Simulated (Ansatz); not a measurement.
The starting structures come from a database of crystals and need not be the phases stable at ambient conditions.

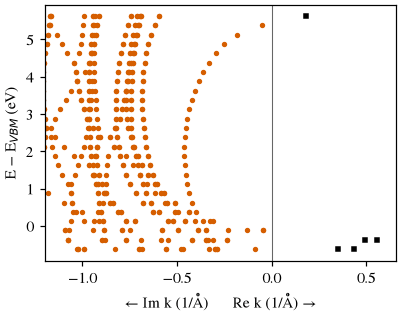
*Complex bands at the centre of the two-dimensional zone; r2SCAN (Ansatz, a program for electronic structure)*

The gap is the functional's own. No spin-orbit coupling. Mid-gap values are interpolated on the energy grid.

Task: This is GaPO₄ (P3_121, not sure to be the ambient phase, 18 atoms a cell, 12.8 Å³ an atom) along the normal of (100). Read off the slowest decay at the centre of the two-dimensional zone at 2.62 eV, the computed energy nearest the middle of the gap.

Result: κ ≈ 0.45 1/Å, a decay length 1/(2κ) of the density of 1.1 Å.
